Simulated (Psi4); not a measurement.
**C3H4F2 (SMILES F/C=C\CF): M06-2X/6-31G(d) (spherical functions)**

What is the energy change on altering one bond length of C3H4F2 at M06-2X/6-31G* (spherical functions)? 

Program for the calculation: Psi4 1.11.

### 1 The structure to begin with

C3H4F2: 9 atoms, total charge 0, spin state singlet. SMILES: `F/C=C\CF`. Geometry: relaxed at PBE0-D4/def2-TZVP. This is one conformer, not always the lowest.

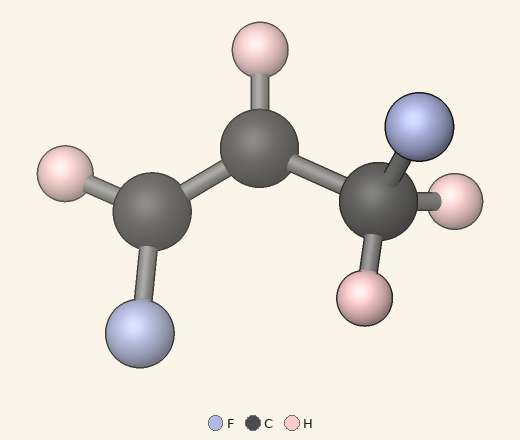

Viewed from a chosen angle; fluorine light blue, carbon dark grey, hydrogen pink.

### 2 A single-point energy at M06-2X/6-31G(d) (spherical functions)

c3h4f2.in

```
memory 2200 MB

molecule molecule1 {
  0 1
  F     -1.771300     0.696200    -0.764200
  C     -0.756800    -0.083800    -1.148800
  C      0.269900    -0.355400    -0.364300
  C      0.439500     0.155200     1.019400
  F      1.656600     0.811400     1.133700
  H     -0.888900    -0.458700    -2.156900
  H      1.042400    -1.001300    -0.765600
  H      0.449800    -0.666700     1.742700
  H     -0.352600     0.856800     1.286900
  symmetry c1
}

set globals {
  basis 6-31G*
  puream true
  e_convergence 1e-09
  d_convergence 1e-08
  scf_type pk
  dft_radial_points 99
  dft_spherical_points 590
}

energy_value, wavefunction = energy('m06-2x', return_wfn=True)
oeprop(wavefunction, 'LOWDIN_CHARGES', 'MULLIKEN_CHARGES', 'WIBERG_LOWDIN_INDICES')
```

On the command line:

```console
psi4 -n 1 c3h4f2.in c3h4f2.out
```

c3h4f2.out:

```text
[...]
  Running in c1 symmetry.
[...]
  Nuclear repulsion =  168.442552110584870
[...]
  Multiplicity = 1
[...]
  Nalpha       = 20
  Nbeta        = 20
[...]
    Number of basis functions: 78
[...]
   @RKS iter   1:  -316.13348793838486   -4.78295e-01   5.67903e-03 ADIIS/DIIS
[...]
   @RKS iter  12:  -316.23159921765847   -2.38742e-12   5.44452e-09 DIIS
[...]
    Orbital Energies [Eh]
    ---------------------
    Doubly Occupied:
       1A    -25.265420     2A    -25.218480     3A    -10.635703
       4A    -10.618513     5A    -10.552261     6A     -1.370641
       7A     -1.316718     8A     -0.903298     9A     -0.790162
      10A     -0.682567    11A     -0.623801    12A     -0.590012
      13A     -0.570641    14A     -0.554398    15A     -0.548436
      16A     -0.501721    17A     -0.467241    18A     -0.413810
      19A     -0.411506    20A     -0.325383
[...]
  @RKS Final Energy:  -316.23159921765847
   => Energetics <=
    Nuclear Repulsion Energy =            168.4425521105848702
    One-Electron Energy =                -769.2840480139669808
    Two-Electron Energy =                 303.1718129649257207
    DFT Exchange-Correlation Energy =     -18.5619162792020909
    Empirical Dispersion Energy =           0.0000000000000000
    VV10 Nonlocal Energy =                  0.0000000000000000
    Total Energy =                       -316.2315992176584700
[...]
 Multipole Moments:
 ------------------------------------------------------------------------------------
     Multipole            Electronic (a.u.)      Nuclear  (a.u.)        Total (a.u.)
 ------------------------------------------------------------------------------------
 L = 1.  Multiply by 2.5417464519 to convert [e a0] to [Debye]
 Dipole X            :         -0.6696407            0.4028085           -0.2668322
 Dipole Y            :          2.5543079           -3.1846751           -0.6303672
 Dipole Z            :         -0.0272292           -0.2769026           -0.3041318
 Magnitude           :                                                    0.7490383
[...]
  Mulliken Charges: (a.u.)
   Center  Symbol    Alpha    Beta     Spin     Total
       1     F     4.65559  4.65559  0.00000 -0.31119
       2     C     2.90735  2.90735  0.00000  0.18531
       3     C     3.11968  3.11968  0.00000 -0.23937
       4     C     2.98171  2.98171  0.00000  0.03657
       5     F     4.68056  4.68056  0.00000 -0.36111
       6     H     0.41359  0.41359  0.00000  0.17282
       7     H     0.40644  0.40644  0.00000  0.18711
       8     H     0.42065  0.42065  0.00000  0.15870
       9     H     0.41442  0.41442  0.00000  0.17116
   Total alpha = 20.00000, Total beta = 20.00000, Total charge =  0.00000
[...]
```

Run time: 31 s. Hardware: 1 thread of AMD EPYC 9R45 (Zen 5), shared host; peak memory 1.5 GiB.

### 3 The distorted shape: energy and gradient at M06-2X/6-31G(d) (spherical functions)

c3h4f2.xyz

```xyz
9
C3H4F2
F     -2.582881     1.320185    -0.456527
C     -0.756800    -0.083800    -1.148800
C      0.269900    -0.355400    -0.364300
C      0.439500     0.155200     1.019400
F      1.656600     0.811400     1.133700
H     -0.888900    -0.458700    -2.156900
H      1.042400    -1.001300    -0.765600
H      0.449800    -0.666700     1.742700
H     -0.352600     0.856800     1.286900
```

c3h4f2.py

```python
import psi4

psi4.set_memory('2200 MB')
psi4.set_num_threads(1)
psi4.set_output_file('run.log', False)

with open('c3h4f2.xyz') as f:
    atoms = ''.join(f.readlines()[2:])
m = psi4.geometry('0 1\n' + atoms + 'symmetry c1\nno_reorient\nno_com')

psi4.set_options({
    'puream': True,
    'e_convergence': 1e-09,
    'd_convergence': 1e-08,
    'scf_type': 'pk',
    'dft_radial_points': 99,
    'dft_spherical_points': 590,
})

e, wfn = psi4.gradient("m06-2x/6-31G*", molecule=m, return_wfn=True)
psi4.oeprop(wfn, "WIBERG_LOWDIN_INDICES", "DIPOLE", "MULLIKEN_CHARGES", title="M06-2X")
print('gradient / Eh bohr^-1')
print(e.np.round(6))
print(f'energy = {wfn.energy():.10f} Eh')
for k, v in sorted(psi4.core.scalar_variables().items()):
    print(f'{k:45s} {v:18.10f}')
```

On the command line:

```console
python c3h4f2.py
```

run.log (excerpt; [...] marks lines left out):

```text
[...]
  Running in c1 symmetry.
[...]
  Nuclear repulsion =  150.372783161597624
[...]
  Multiplicity = 1
[...]
  Nalpha       = 20
  Nbeta        = 20
[...]
    Number of basis functions: 78
[...]
   @RKS iter   1:  -315.84005457794945   -8.15681e-01   7.98329e-03 ADIIS/DIIS
[...]
   @RKS iter  15:  -316.03905941735547   -3.37081e-11   8.15190e-09 DIIS
[...]
  @RKS Final Energy:  -316.03905941735547
   => Energetics <=
    Nuclear Repulsion Energy =            150.3727831615976243
    One-Electron Energy =                -733.4185797628214232
    Two-Electron Energy =                 285.4738060558000257
    DFT Exchange-Correlation Energy =     -18.4670688719316409
    Empirical Dispersion Energy =           0.0000000000000000
    VV10 Nonlocal Energy =                  0.0000000000000000
    Total Energy =                       -316.0390594173554746
[...]
  -Total Gradient:
     Atom            X                  Y                   Z
    ------   -----------------  -----------------  -----------------
       1       -0.061087600288     0.045563267333     0.019404715685
       2        0.001053217973    -0.007463849614    -0.015671665891
       3        0.037801515593    -0.025249122958    -0.001890453533
       4       -0.008527743354    -0.009845912991    -0.019621663140
       5        0.003902737843     0.004584789731     0.003669452176
       6        0.024537327121    -0.013467938262     0.001636383379
       7       -0.002002756999     0.003191991216     0.006461727950
       8        0.001241490645     0.001727214217     0.001668404589
       9        0.003098287024     0.000959771108     0.004229337240
[...]
 Multipole Moments:
 ------------------------------------------------------------------------------------
[...]
  Mulliken Charges: (a.u.)
   Center  Symbol    Alpha    Beta     Spin     Total
       1     F     4.68064  4.68064  0.00000 -0.36127
       2     C     3.01985  3.01985  0.00000 -0.03971
       3     C     3.09361  3.09361  0.00000 -0.18722
       4     C     2.97928  2.97928  0.00000  0.04145
       5     F     4.67566  4.67566  0.00000 -0.35132
       6     H     0.37524  0.37524  0.00000  0.24951
       7     H     0.37325  0.37325  0.00000  0.25350
       8     H     0.41186  0.41186  0.00000  0.17628
       9     H     0.39061  0.39061  0.00000  0.21879
   Total alpha = 20.00000, Total beta = 20.00000, Total charge =  0.00000
[...]
```

Standard output:

```text
gradient / Eh bohr^-1
[[-0.061088  0.045563  0.019405]
 [ 0.001053 -0.007464 -0.015672]
 [ 0.037802 -0.025249 -0.00189 ]
 [-0.008528 -0.009846 -0.019622]
 [ 0.003903  0.004585  0.003669]
 [ 0.024537 -0.013468  0.001636]
 [-0.002003  0.003192  0.006462]
 [ 0.001241  0.001727  0.001668]
 [ 0.003098  0.00096   0.004229]]
energy = -316.0390594174 Eh
CURRENT ENERGY                                   -316.0390594174
CURRENT REFERENCE ENERGY                         -316.0390594174
DD SOLVATION ENERGY                                 0.0000000000
DFT FUNCTIONAL TOTAL ENERGY                      -316.0390594174
DFT TOTAL ENERGY                                 -316.0390594174
DFT VV10 ENERGY                                     0.0000000000
DFT XC ENERGY                                     -18.4670688719
GRID ELECTRONS ALPHA                               20.0000003204
GRID ELECTRONS BETA                                20.0000003204
GRID ELECTRONS TOTAL                               40.0000006409
NUCLEAR REPULSION ENERGY                          150.3727831616
ONE-ELECTRON ENERGY                              -733.4185797628
PCM POLARIZATION ENERGY                             0.0000000000
PE ENERGY                                           0.0000000000
SCF ITERATION ENERGY                             -316.0390594174
SCF ITERATIONS                                     15.0000000000
SCF TOTAL ENERGY                                 -316.0390594174
TWO-ELECTRON ENERGY                               285.4738060558
XC GRID RADIAL POINTS                              99.0000000000
XC GRID SPHERICAL POINTS                          590.0000000000
XC GRID TOTAL POINTS                           496455.0000000000
```

Run time: 42 s. Hardware: 1 thread of AMD EPYC 9R45 (Zen 5), shared host; peak memory 1.4 GiB.

### 4 What came out

At M06-2X/6-31G* (spherical functions):

| quantity | value |
| --- | --- |
| first shape: total energy | -316.23160 Eh |
| first shape: dipole moment | 1.90 D |
| first shape: HOMO energy | -8.85 eV |
| first shape: LUMO energy | 1.38 eV |
| first shape: HOMO–LUMO gap | 10.24 eV |
| distorted shape: total energy | -316.03906 Eh |
| distorted shape: dipole moment | 4.83 D |
| distorted shape: HOMO energy | -10.15 eV |
| distorted shape: LUMO energy | -3.47 eV |
| distorted shape: HOMO–LUMO gap | 6.68 eV |
| distorted shape: largest force on an atom | 4.044 eV/Å |
| energy change with the F1–C2 bond stretched from 1.336 to 2.405 Å | 5.239 eV |

What this shows: With the F1–C2 bond stretched from 1.336 to 2.405 Å the energy rises by 5.24 eV (121 kcal/mol). The first shape isn't relaxed at this level, so the change isn't measured from a minimum. A restricted reference can't describe the breaking bond well at this length.
